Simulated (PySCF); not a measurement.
**C₃H₈BNSi: NMR shifts and electronic excitations at several levels of theory**

How much do the NMR shifts and electronic excitations of C₃H₈BNSi (`CC#CB[SiH2]N`) depend on the level of theory, and what does each level cost?

The runs use PySCF 2.14.0, with density-fitted response routines of our own; the level of theory stands in each step. All values are computed, except where a source is named. Atoms count from 0, in the outputs and in this text.

## Step 1: Starting geometry

14 atoms, charge 0, multiplicity 1; geometry from: PBE0-D3(BJ)/def2-SVP.

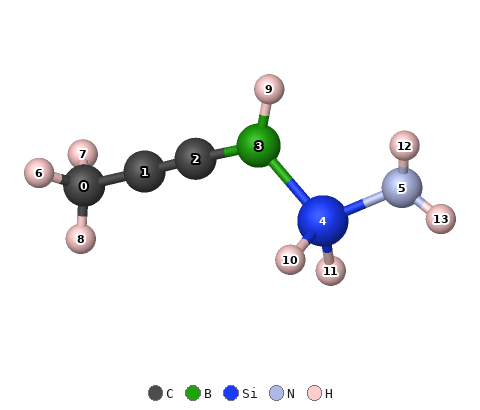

The starting geometry (carbon dark grey, boron green, silicon blue, nitrogen light blue, hydrogen pink), atoms numbered.

## Step 2: NMR shieldings: PBE0/6-31G*

The job: settings as JSON, then the geometry in Å.

```
{"job": {"kind": "nmr", "xc": "PBE0", "basis": "6-31G*", "pop": true}, "charge": 0, "multiplicity": 1}
C     -3.556801     0.373356    -0.165194
C     -2.131768     0.621608    -0.215000
C     -0.927824     0.847244    -0.263416
B      0.551210     1.073737    -0.309504
Si     1.841190    -0.362445     0.270801
N      3.403436    -0.064510    -0.435406
H     -4.046247     1.084754     0.519362
H     -4.004932     0.523564    -1.160702
H     -3.791892    -0.648867     0.169696
H      0.969158     2.160567    -0.648679
H      1.800726    -0.368937     1.783868
H      1.411038    -1.738371    -0.136802
H      3.750168     0.888457    -0.441371
H      4.163477    -0.714781    -0.268399
```

Level: GIAO PBE0/6-31G* NMR shielding, non-relativistic, gas phase.

Run with:

```
OMP_NUM_THREADS=1 python probes_run.py task.json out
```

The driver reads the jobs from task.json and runs them one after another.

The program printed:

```text
coarse grid: 11992 points
cycle   1  E = -487.7708187952  dE =  3.970e-01  |g| = 5.008e-01  |ddm| = 3.452e+00
cycle   2  E = -487.7199348253  dE =  5.088e-02  |g| = 6.762e-01  |ddm| = 1.083e+00
cycle   3  E = -487.8268459298  dE = -1.069e-01  |g| = 1.639e-01  |ddm| = 7.051e-01
cycle   4  E = -487.8333123731  dE = -6.466e-03  |g| = 5.765e-02  |ddm| = 1.817e-01
cycle   5  E = -487.8341648998  dE = -8.525e-04  |g| = 1.485e-02  |ddm| = 6.408e-02
cycle   6  E = -487.8342231637  dE = -5.826e-05  |g| = 2.787e-03  |ddm| = 1.672e-02
cycle   7  E = -487.8342254465  dE = -2.283e-06  |g| = 7.608e-04  |ddm| = 3.826e-03
final grid: 110728 points
cycle   8  E = -487.7771783570  dE = -1.772e-05  |g| = 7.049e-03  |ddm| = 2.406e-02
cycle   9  E = -487.7771703953  dE =  7.962e-06  |g| = 9.231e-03  |ddm| = 1.476e-02
cycle  10  E = -487.7771904803  dE = -2.008e-05  |g| = 1.871e-03  |ddm| = 8.663e-03
cycle  11  E = -487.7771913973  dE = -9.170e-07  |g| = 4.318e-04  |ddm| = 1.897e-03
cycle  12  E = -487.7771914441  dE = -4.688e-08  |g| = 9.729e-05  |ddm| = 4.382e-04
cycle  13  E = -487.7771914463  dE = -2.191e-09  |g| = 2.390e-05  |ddm| = 9.935e-05
cycle  14  E = -487.7771914465  dE = -1.938e-10  |g| = 6.561e-06  |ddm| = 3.338e-05
converged SCF energy = -487.7771914465

GIAO shielding tensors (ppm)
atom      isotropic    diamagn.    paramagn.     s11        s22        s33       span
  0 C      184.768     253.555     -68.786    179.549    180.379    194.377     14.828
  1 C       28.006     259.248    -231.242      0.358     36.452     47.206     46.847
  2 C      105.643     257.134    -151.491     14.761     28.750    273.417    258.656
  3 B       27.517     204.144    -176.626    -79.762     21.224    141.090    220.852
  4 Si     443.748     882.987    -439.239    397.771    416.474    516.999    119.228
  5 N      269.100     317.232     -48.132    231.477    265.712    310.110     78.633
  6 H       29.629      27.904       1.726     25.951     27.987     34.950      8.999
  7 H       29.630      27.976       1.655     25.966     27.916     35.009      9.044
  8 H       29.607      30.400      -0.793     25.427     28.393     35.001      9.574
  9 H       23.375      30.307      -6.932     16.264     26.776     27.086     10.822
 10 H       26.959      30.772      -3.813     22.634     26.823     31.419      8.785
 11 H       26.919      31.205      -4.286     23.471     26.133     31.152      7.682
 12 H       32.537      28.973       3.565     24.915     28.792     43.906     18.991
 13 H       32.663      27.774       4.889     24.687     29.146     44.155     19.468
```

Run time: 12 s. Hardware: 1 thread of Arm Neoverse V1, shared host; peak memory 0.55 GiB.

The references, computed at this level on geometries of the same kind, shield at (ppm): 1H TMS 31.96, 13C TMS 194.1, 29Si TMS 418.1, 15N NH3 259.4, 11B BF3·OEt2 112.3. Their shielding less the atom's gives the shift. The references are single molecules in the gas phase, so shifts against H2O, NH3, PH3, H3PO4 or CFCl3 are not on the usual liquid scales and can be off by tens of ppm. Atoms listed in one row are averaged.

```tsv
atoms	environment	σ (ppm)	δ (ppm)
C1	alkyne carbon	28.0	166.1
C2	alkyne carbon	105.6	88.5
C0	propargylic methyl carbon	184.8	9.4
H9	hydrogen on a boron bonded to C, Si	23.38	8.59
H10, H11	hydrogen on a silicon bonded to B, N	26.94	5.02
H6, H7, H8	hydrogen on a propargylic methyl carbon	29.62	2.34
H12, H13	hydrogen on a nitrogen bonded to Si	32.60	-0.64
B3	boron bonded to C, Si, H	27.5	84.7
Si4	silicon bonded to B, N, 2 H	443.7	-25.7
N5	nitrogen bonded to Si, 2 H	269.1	-9.7
```

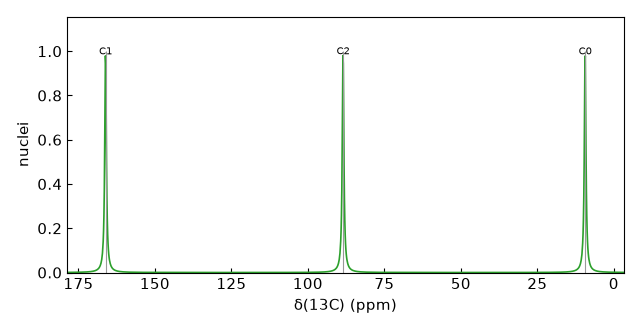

13C lines at the computed shifts, without couplings. Lines are broadened to a width of 0.63 ppm (Lorentzian).

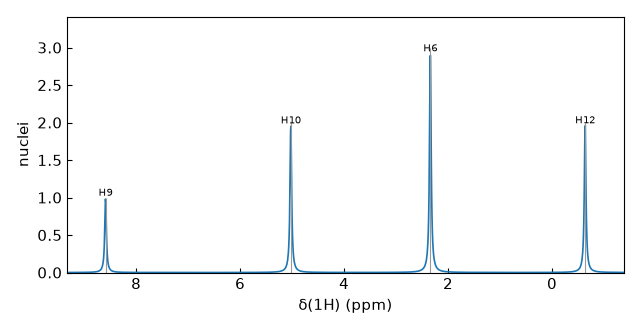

1H lines at the computed shifts, without couplings. Lines are broadened to a width of 0.04 ppm (Lorentzian).

Charges from the same density, by scheme (e):

```tsv
atoms	Mulliken	IAO	Hirshfeld	ESP fit
C0	-0.66	-0.43	-0.07	-0.61
C1	0.24	0.03	-0.01	0.36
C2	-0.18	-0.16	-0.13	-0.60
B3	-0.14	-0.13	0.08	0.43
Si4	0.46	0.72	0.25	0.38
N5	-0.92	-0.83	-0.31	-1.02
```

Hirshfeld charges:

C0 -0.07; C1 -0.01; C2 -0.13; B3 0.08; Si4 0.25; N5 -0.31; H6 0.06; H7 0.06; H8 0.06; H9 -0.05; H10 -0.10; H11 -0.08; H12 0.12; H13 0.12

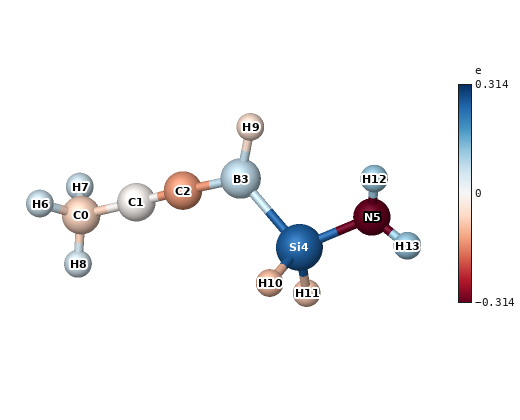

Hirshfeld charges, as colours on the atoms.

Mayer bond orders: C0–C1 1.04, C1–C2 2.34, C2–B3 1.27, B3–Si4 0.94, Si4–N5 1.05.

## Step 3: NMR shieldings: PBE0/6-311+G(2d,p)

The job, as its differences from that of step 2:

```diff
@@ -1,2 +1,2 @@
-{"job": {"kind": "nmr", "xc": "PBE0", "basis": "6-31G*", "pop": true}, "charge": 0, "multiplicity": 1}
+{"job": {"kind": "nmr", "xc": "PBE0", "basis": "6-311+G(2d,p)", "pop": true}, "charge": 0, "multiplicity": 1}
 C     -3.556801     0.373356    -0.165194
```

Level: GIAO PBE0/6-311+G(2d,p) NMR shielding, non-relativistic, gas phase.

The program printed:

```text
coarse grid: 11992 points
cycle   1  E = -487.8173112979  dE =  3.800e-01  |g| = 5.166e-01  |ddm| = 2.839e+01
cycle   2  E = -487.7554251577  dE =  6.189e-02  |g| = 7.245e-01  |ddm| = 1.283e+00
cycle   3  E = -487.8740975985  dE = -1.187e-01  |g| = 1.602e-01  |ddm| = 7.360e-01
cycle   4  E = -487.8795651472  dE = -5.468e-03  |g| = 7.090e-02  |ddm| = 1.478e-01
cycle   5  E = -487.8808145917  dE = -1.249e-03  |g| = 1.851e-02  |ddm| = 5.652e-02
cycle   6  E = -487.8808977293  dE = -8.314e-05  |g| = 3.597e-03  |ddm| = 1.866e-02
cycle   7  E = -487.8809010551  dE = -3.326e-06  |g| = 9.796e-04  |ddm| = 4.913e-03
final grid: 110728 points
cycle   8  E = -487.8736538936  dE = -3.564e-05  |g| = 6.962e-03  |ddm| = 7.869e-02
cycle   9  E = -487.8736457385  dE =  8.155e-06  |g| = 9.216e-03  |ddm| = 1.319e-02
cycle  10  E = -487.8736644914  dE = -1.875e-05  |g| = 1.695e-03  |ddm| = 7.173e-03
cycle  11  E = -487.8736651783  dE = -6.869e-07  |g| = 5.300e-04  |ddm| = 1.458e-03
cycle  12  E = -487.8736652426  dE = -6.435e-08  |g| = 1.674e-04  |ddm| = 4.411e-04
cycle  13  E = -487.8736652494  dE = -6.764e-09  |g| = 2.665e-05  |ddm| = 1.525e-04
cycle  14  E = -487.8736652496  dE = -2.102e-10  |g| = 9.508e-06  |ddm| = 3.892e-05
converged SCF energy = -487.8736652496

GIAO shielding tensors (ppm)
atom      isotropic    diamagn.    paramagn.     s11        s22        s33       span
  0 C      177.886     244.972     -67.087    172.025    173.036    188.595     16.570
  1 C        5.586     275.536    -269.950    -26.018     12.040     30.735     56.753
  2 C       88.247     260.135    -171.888     -9.605      1.319    273.027    282.632
  3 B       15.184     193.244    -178.060    -98.523      7.465    136.609    235.132
  4 Si     391.041     879.211    -488.169    344.423    356.192    472.509    128.086
  5 N      261.410     316.092     -54.682    228.035    260.814    295.381     67.346
  6 H       28.951      28.841       0.111     24.980     27.246     34.627      9.647
  7 H       28.957      28.871       0.086     25.016     27.204     34.650      9.635
  8 H       28.972      31.078      -2.106     24.478     27.623     34.816     10.339
  9 H       22.904      29.945      -7.041     15.429     26.171     27.111     11.682
 10 H       26.252      29.596      -3.345     22.315     25.894     30.546      8.231
 11 H       26.500      30.598      -4.098     23.325     25.852     30.324      6.998
 12 H       31.722      30.819       0.902     24.845     28.013     42.307     17.462
 13 H       31.817      30.091       1.726     24.552     28.452     42.446     17.894
```

It took 34 s on 1 thread of Arm Neoverse V1, shared host; peak memory 0.96 GiB.

In short: δ C1 180.9, C2 98.2, C0 8.6, B3 87.2, H9 8.61, H10 5.13 ppm (means over like atoms).

## Step 4: Nuclear shieldings: PBE0/def2-SVP

The job, as its differences from that of step 3:

```diff
@@ -1,2 +1,2 @@
-{"job": {"kind": "nmr", "xc": "PBE0", "basis": "6-311+G(2d,p)", "pop": true}, "charge": 0, "multiplicity": 1}
+{"job": {"kind": "nmr", "xc": "PBE0", "basis": "def2-SVP", "pop": true}, "charge": 0, "multiplicity": 1}
 C     -3.556801     0.373356    -0.165194
```

Method: GIAO PBE0/def2-SVP NMR shielding, non-relativistic, gas phase.

The program printed:

```text
coarse grid: 11992 points
cycle   1  E = -487.4481387928  dE =  3.534e-01  |g| = 4.813e-01  |ddm| = 3.923e+00
cycle   2  E = -487.3956432914  dE =  5.250e-02  |g| = 6.678e-01  |ddm| = 1.158e+00
cycle   3  E = -487.4996168759  dE = -1.040e-01  |g| = 1.572e-01  |ddm| = 7.191e-01
cycle   4  E = -487.5055654580  dE = -5.949e-03  |g| = 5.668e-02  |ddm| = 1.701e-01
cycle   5  E = -487.5063979043  dE = -8.324e-04  |g| = 1.398e-02  |ddm| = 6.086e-02
cycle   6  E = -487.5064496339  dE = -5.173e-05  |g| = 2.738e-03  |ddm| = 1.852e-02
cycle   7  E = -487.5064518647  dE = -2.231e-06  |g| = 7.345e-04  |ddm| = 4.366e-03
final grid: 110728 points
cycle   8  E = -487.5680025997  dE = -1.735e-05  |g| = 6.562e-03  |ddm| = 2.552e-02
cycle   9  E = -487.5679959034  dE =  6.696e-06  |g| = 8.501e-03  |ddm| = 1.433e-02
cycle  10  E = -487.5680129565  dE = -1.705e-05  |g| = 1.651e-03  |ddm| = 8.294e-03
cycle  11  E = -487.5680136739  dE = -7.174e-07  |g| = 3.772e-04  |ddm| = 1.623e-03
cycle  12  E = -487.5680137095  dE = -3.556e-08  |g| = 8.603e-05  |ddm| = 4.117e-04
cycle  13  E = -487.5680137113  dE = -1.841e-09  |g| = 1.995e-05  |ddm| = 1.038e-04
cycle  14  E = -487.5680137114  dE = -1.405e-10  |g| = 5.969e-06  |ddm| = 3.364e-05
converged SCF energy = -487.5680137114

GIAO shielding tensors (ppm)
atom      isotropic    diamagn.    paramagn.     s11        s22        s33       span
  0 C      185.327     250.106     -64.779    179.826    181.438    194.718     14.892
  1 C       19.792     260.494    -240.702     -8.182     29.931     37.627     45.809
  2 C      101.734     261.473    -159.739      9.681     22.328    273.194    263.513
  3 B       20.544     203.679    -183.136    -93.511     13.965    141.178    234.689
  4 Si     457.552     881.448    -423.896    416.645    425.193    530.817    114.172
  5 N      273.586     308.948     -35.362    235.575    270.803    314.379     78.804
  6 H       28.982      26.169       2.813     25.028     27.088     34.830      9.802
  7 H       28.984      26.306       2.678     25.046     27.019     34.886      9.840
  8 H       28.987      29.998      -1.011     24.577     27.512     34.871     10.294
  9 H       22.684      31.322      -8.638     15.157     26.101     26.793     11.635
 10 H       26.414      31.107      -4.693     22.137     26.253     30.850      8.713
 11 H       26.550      31.643      -5.092     23.256     25.793     30.601      7.346
 12 H       31.633      30.052       1.581     24.026     27.853     43.020     18.994
 13 H       31.811      28.106       3.705     23.751     28.439     43.244     19.493
```

Wall time 13 s (1 thread of Arm Neoverse V1, shared host); peak memory 0.62 GiB.

Key values: δ C1 173.9, C2 92.0, C0 8.4, B3 90.1, H9 8.66, H10 4.86 ppm (means over like atoms).

## Step 5: Shielding tensors: PBE0/def2-TZVP

The job, as its differences from that of step 4:

```diff
@@ -1,2 +1,2 @@
-{"job": {"kind": "nmr", "xc": "PBE0", "basis": "def2-SVP", "pop": true}, "charge": 0, "multiplicity": 1}
+{"job": {"kind": "nmr", "xc": "PBE0", "basis": "def2-TZVP", "pop": true}, "charge": 0, "multiplicity": 1}
 C     -3.556801     0.373356    -0.165194
```

Method: GIAO PBE0/def2-TZVP NMR shielding, non-relativistic, gas phase.

The program printed:

```text
coarse grid: 11992 points
cycle   1  E = -487.8367417168  dE =  3.763e-01  |g| = 5.251e-01  |ddm| = 2.989e+00
cycle   2  E = -487.7777050768  dE =  5.904e-02  |g| = 7.236e-01  |ddm| = 1.401e+00
cycle   3  E = -487.8955988663  dE = -1.179e-01  |g| = 1.615e-01  |ddm| = 6.558e-01
cycle   4  E = -487.9011489030  dE = -5.550e-03  |g| = 7.099e-02  |ddm| = 1.488e-01
cycle   5  E = -487.9023997891  dE = -1.251e-03  |g| = 1.834e-02  |ddm| = 5.252e-02
cycle   6  E = -487.9024820743  dE = -8.229e-05  |g| = 3.451e-03  |ddm| = 2.173e-02
cycle   7  E = -487.9024851286  dE = -3.054e-06  |g| = 9.970e-04  |ddm| = 4.617e-03
final grid: 110728 points
cycle   8  E = -487.8900546720  dE = -3.949e-05  |g| = 7.256e-03  |ddm| = 1.505e-01
cycle   9  E = -487.8900460541  dE =  8.618e-06  |g| = 9.485e-03  |ddm| = 1.453e-02
cycle  10  E = -487.8900658432  dE = -1.979e-05  |g| = 1.825e-03  |ddm| = 7.705e-03
cycle  11  E = -487.8900666400  dE = -7.968e-07  |g| = 5.691e-04  |ddm| = 1.695e-03
cycle  12  E = -487.8900667137  dE = -7.369e-08  |g| = 1.772e-04  |ddm| = 4.643e-04
cycle  13  E = -487.8900667213  dE = -7.560e-09  |g| = 2.710e-05  |ddm| = 1.706e-04
cycle  14  E = -487.8900667215  dE = -2.158e-10  |g| = 9.938e-06  |ddm| = 3.658e-05
converged SCF energy = -487.8900667215

GIAO shielding tensors (ppm)
atom      isotropic    diamagn.    paramagn.     s11        s22        s33       span
  0 C      177.289     234.995     -57.706    171.347    172.402    188.118     16.771
  1 C        4.820     271.652    -266.832    -26.320     12.687     28.092     54.412
  2 C       87.800     263.728    -175.928     -9.924      0.741    272.582    282.506
  3 B       13.211     195.835    -182.624   -102.837      5.677    136.794    239.632
  4 Si     380.173     878.833    -498.660    332.326    344.211    463.981    131.655
  5 N      264.098     308.251     -44.152    229.088    264.137    299.070     69.983
  6 H       28.925      27.192       1.733     25.001     27.209     34.564      9.563
  7 H       28.931      27.152       1.779     25.035     27.168     34.589      9.553
  8 H       28.941      27.295       1.646     24.497     27.591     34.734     10.237
  9 H       22.852      29.324      -6.472     15.218     26.214     27.125     11.907
 10 H       26.310      30.686      -4.376     22.461     25.966     30.503      8.042
 11 H       26.469      31.172      -4.703     23.406     25.701     30.298      6.892
 12 H       31.670      29.400       2.270     24.738     27.929     42.343     17.605
 13 H       31.810      28.025       3.785     24.541     28.398     42.491     17.950
```

It took 35 s on 1 thread of Arm Neoverse V1, shared host; peak memory 0.9 GiB.

Key values: δ C1 181.8, C2 98.9, C0 9.4, B3 89.4, H9 8.63, H10 5.09 ppm (means over like atoms).

## Step 6: Nuclear shieldings: PBE0/cc-pVDZ

The job, as its differences from that of step 5:

```diff
@@ -1,2 +1,2 @@
-{"job": {"kind": "nmr", "xc": "PBE0", "basis": "def2-TZVP", "pop": true}, "charge": 0, "multiplicity": 1}
+{"job": {"kind": "nmr", "xc": "PBE0", "basis": "cc-pVDZ", "pop": true}, "charge": 0, "multiplicity": 1}
 C     -3.556801     0.373356    -0.165194
```

Level: GIAO PBE0/cc-pVDZ NMR shielding, non-relativistic, gas phase.

The program printed:

```text
coarse grid: 11992 points
cycle   1  E = -487.7347073587  dE =  4.386e-01  |g| = 4.861e-01  |ddm| = 7.110e+00
cycle   2  E = -487.6808792360  dE =  5.383e-02  |g| = 6.764e-01  |ddm| = 1.865e+00
cycle   3  E = -487.7876581556  dE = -1.068e-01  |g| = 1.554e-01  |ddm| = 1.031e+00
cycle   4  E = -487.7934989077  dE = -5.841e-03  |g| = 5.569e-02  |ddm| = 2.635e-01
cycle   5  E = -487.7942996822  dE = -8.008e-04  |g| = 1.432e-02  |ddm| = 9.314e-02
cycle   6  E = -487.7943543899  dE = -5.471e-05  |g| = 2.716e-03  |ddm| = 2.956e-02
cycle   7  E = -487.7943566130  dE = -2.223e-06  |g| = 7.666e-04  |ddm| = 6.822e-03
final grid: 110728 points
cycle   8  E = -487.8088706489  dE = -1.606e-05  |g| = 7.014e-03  |ddm| = 5.074e-02
cycle   9  E = -487.8088633716  dE =  7.277e-06  |g| = 9.036e-03  |ddm| = 2.681e-02
cycle  10  E = -487.8088827441  dE = -1.937e-05  |g| = 1.756e-03  |ddm| = 1.470e-02
cycle  11  E = -487.8088835570  dE = -8.129e-07  |g| = 4.254e-04  |ddm| = 2.774e-03
cycle  12  E = -487.8088836022  dE = -4.522e-08  |g| = 9.263e-05  |ddm| = 7.024e-04
cycle  13  E = -487.8088836043  dE = -2.041e-09  |g| = 2.350e-05  |ddm| = 1.753e-04
cycle  14  E = -487.8088836044  dE = -1.928e-10  |g| = 6.805e-06  |ddm| = 6.754e-05
converged SCF energy = -487.8088836044

GIAO shielding tensors (ppm)
atom      isotropic    diamagn.    paramagn.     s11        s22        s33       span
  0 C      187.091     253.772     -66.682    181.526    182.600    197.146     15.620
  1 C       23.345     262.314    -238.968     -3.393     32.982     40.448     43.841
  2 C      103.903     260.484    -156.582     13.356     25.118    273.235    259.879
  3 B       24.638     203.681    -179.044    -86.700     18.596    142.017    228.718
  4 Si     460.217     884.518    -424.301    419.534    432.821    528.297    108.763
  5 N      276.842     304.747     -27.905    238.815    272.764    318.946     80.131
  6 H       28.829      26.407       2.422     24.946     27.049     34.492      9.546
  7 H       28.831      26.592       2.239     24.957     26.984     34.551      9.594
  8 H       28.843      31.284      -2.441     24.475     27.439     34.616     10.141
  9 H       22.652      30.327      -7.675     15.290     25.971     26.695     11.406
 10 H       26.429      31.276      -4.847     22.163     26.121     31.005      8.842
 11 H       26.561      31.808      -5.247     23.157     25.912     30.614      7.456
 12 H       31.632      29.064       2.568     24.076     27.863     42.957     18.882
 13 H       31.772      27.610       4.161     23.810     28.361     43.144     19.334
```

Wall time 14 s (1 thread of Arm Neoverse V1, shared host); peak memory 0.67 GiB.

This run: δ C1 173.4, C2 92.9, C0 9.7, B3 89.2, H9 8.64, H10 4.79 ppm (means over like atoms).

## Step 7: Shielding tensors: PBE0/cc-pVTZ

The job, as its differences from that of step 6:

```diff
@@ -1,2 +1,2 @@
-{"job": {"kind": "nmr", "xc": "PBE0", "basis": "cc-pVDZ", "pop": true}, "charge": 0, "multiplicity": 1}
+{"job": {"kind": "nmr", "xc": "PBE0", "basis": "cc-pVTZ", "pop": true}, "charge": 0, "multiplicity": 1}
 C     -3.556801     0.373356    -0.165194
```

Level: GIAO PBE0/cc-pVTZ NMR shielding, non-relativistic, gas phase.

The program printed:

```text
coarse grid: 11992 points
cycle   1  E = -487.8221262292  dE =  3.816e-01  |g| = 5.242e-01  |ddm| = 7.558e+00
cycle   2  E = -487.7642728445  dE =  5.785e-02  |g| = 7.219e-01  |ddm| = 1.956e+00
cycle   3  E = -487.8809343522  dE = -1.167e-01  |g| = 1.614e-01  |ddm| = 1.186e+00
cycle   4  E = -487.8865241887  dE = -5.590e-03  |g| = 6.964e-02  |ddm| = 2.886e-01
cycle   5  E = -487.8877262127  dE = -1.202e-03  |g| = 1.794e-02  |ddm| = 1.091e-01
cycle   6  E = -487.8878047939  dE = -7.858e-05  |g| = 3.336e-03  |ddm| = 3.194e-02
cycle   7  E = -487.8878076514  dE = -2.857e-06  |g| = 9.957e-04  |ddm| = 7.495e-03
final grid: 110728 points
cycle   8  E = -487.8875770560  dE = -4.886e-05  |g| = 7.454e-03  |ddm| = 1.191e-01
cycle   9  E = -487.8875679659  dE =  9.090e-06  |g| = 9.759e-03  |ddm| = 2.827e-02
cycle  10  E = -487.8875888426  dE = -2.088e-05  |g| = 1.927e-03  |ddm| = 1.572e-02
cycle  11  E = -487.8875897486  dE = -9.060e-07  |g| = 5.458e-04  |ddm| = 2.966e-03
cycle  12  E = -487.8875898155  dE = -6.693e-08  |g| = 1.736e-04  |ddm| = 9.383e-04
cycle  13  E = -487.8875898227  dE = -7.165e-09  |g| = 2.802e-05  |ddm| = 2.980e-04
cycle  14  E = -487.8875898229  dE = -2.323e-10  |g| = 9.427e-06  |ddm| = 7.164e-05
converged SCF energy = -487.8875898229

GIAO shielding tensors (ppm)
atom      isotropic    diamagn.    paramagn.     s11        s22        s33       span
  0 C      178.354     244.456     -66.102    172.427    173.503    189.130     16.703
  1 C        6.381     253.753    -247.373    -23.946     13.901     29.186     53.132
  2 C       88.179     263.311    -175.132     -9.513      1.632    272.419    281.932
  3 B       15.061     196.089    -181.028   -100.595      7.722    138.054    238.649
  4 Si     402.001     887.714    -485.713    357.699    366.801    481.503    123.805
  5 N      267.475     293.529     -26.054    229.570    265.222    307.633     78.063
  6 H       28.707      27.482       1.225     24.711     26.913     34.497      9.785
  7 H       28.713      27.511       1.202     24.743     26.875     34.521      9.778
  8 H       28.724      28.849      -0.125     24.224     27.296     34.651     10.427
  9 H       22.781      30.622      -7.840     15.044     26.074     27.226     12.182
 10 H       26.310      30.777      -4.467     22.326     25.967     30.636      8.310
 11 H       26.482      30.979      -4.497     23.288     25.763     30.396      7.108
 12 H       31.373      29.276       2.097     24.171     27.320     42.629     18.458
 13 H       31.541      28.077       3.464     24.014     27.864     42.745     18.731
```

Wall time 65 s (1 thread of Arm Neoverse V1, shared host); peak memory 1 GiB.

This run: δ C1 180.9, C2 99.1, C0 8.9, B3 87.7, H9 8.51, H10 4.90 ppm (means over like atoms).

(Part 1 of 2 ends here.)
